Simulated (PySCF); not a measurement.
CH12OSi4 (SMILES [SiH3]OC([SiH3])([SiH3])[SiH3])

```yaml
atoms:
  - { symbol: Si, position_ang: [2.3064, 0.5219, 0.7166] }
  - { symbol: O, position_ang: [0.7183, 0.3473, 0.8870] }
  - { symbol: C, position_ang: [-0.3689, -0.0452, 0.0206] }
  - { symbol: Si, position_ang: [-0.1069, -1.8363, -0.5996] }
  - { symbol: Si, position_ang: [-1.8307, 0.0887, 1.2529] }
  - { symbol: Si, position_ang: [-0.5325, 1.1877, -1.4330] }
  - { symbol: H, position_ang: [2.6477, 1.5358, -0.2876] }
  - { symbol: H, position_ang: [2.6334, 0.9421, 2.0728] }
  - { symbol: H, position_ang: [2.9656, -0.7338, 0.3399] }
  - { symbol: H, position_ang: [-1.3132, -2.2269, -1.3295] }
  - { symbol: H, position_ang: [1.0505, -1.9010, -1.4967] }
  - { symbol: H, position_ang: [0.1215, -2.7302, 0.5364] }
  - { symbol: H, position_ang: [-1.5764, -0.8130, 2.3773] }
  - { symbol: H, position_ang: [-3.0904, -0.2706, 0.5956] }
  - { symbol: H, position_ang: [-1.8979, 1.4640, 1.7490] }
  - { symbol: H, position_ang: [0.6303, 1.0877, -2.3195] }
  - { symbol: H, position_ang: [-0.6225, 2.5553, -0.9204] }
  - { symbol: H, position_ang: [-1.7431, 0.8328, -2.1735] }
```

Geometry: GFN2-xTB.

The calculation used CAM-B3LYP/def2-SVPD, SCF density, gas phase in PySCF.

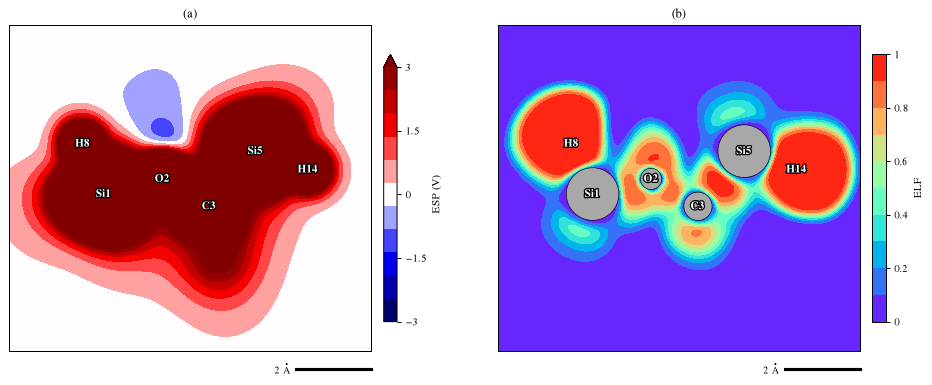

Figure 1. (a) molecular electrostatic potential; (b) ELF on the plane of atoms Si1, O2 and C3. Grey discs cover the atomic cores in the ELF map.

> Interpret the plot.

The section cuts through Si, O, C and H sites. C–O (1.44 Å): the ELF peaks at about 0.85 between the atoms; a shared but strongly polarised pair. Si–O (1.61 Å): the ELF peaks at about 0.85 between the atoms, as expected for a short, strongly polar bond. C–Si (1.92 Å): the ELF peaks at about 0.95 between the atoms: a shared electron pair. Si–H (1.46 Å): the ELF climbs to about 1 towards the hydrogen, as it does in any bond to H. The ELF also peaks beside O2, away from the bonds: lone-pair regions. Outside the dense part of the molecule the potential is most negative (−1.1 V) near O2.

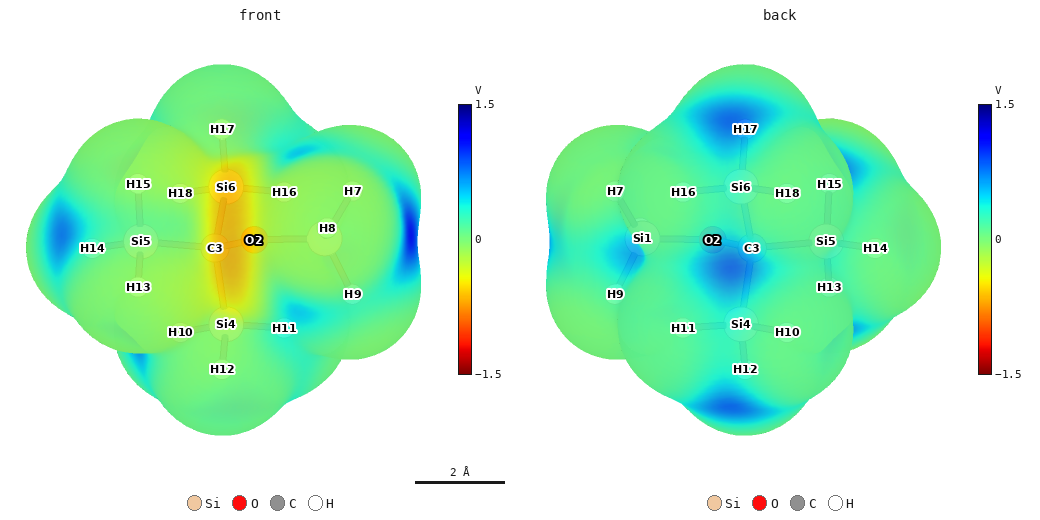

Figure 2. The molecular electrostatic potential painted on the density surface at 0.001 e/bohr³, seen from the front and from behind; the colour scale runs from red (negative) to blue (positive).

> Which sites attract a positive test charge, and which a negative one?

A positive charge is drawn to the negative regions and a negative charge to the positive ones. The most negative region (about −0.6 V) lies over O2, the most positive (about +1.0 V) over Si1.

> How polar is the molecule by this calculation?

Its dipole moment is 0.67 D.
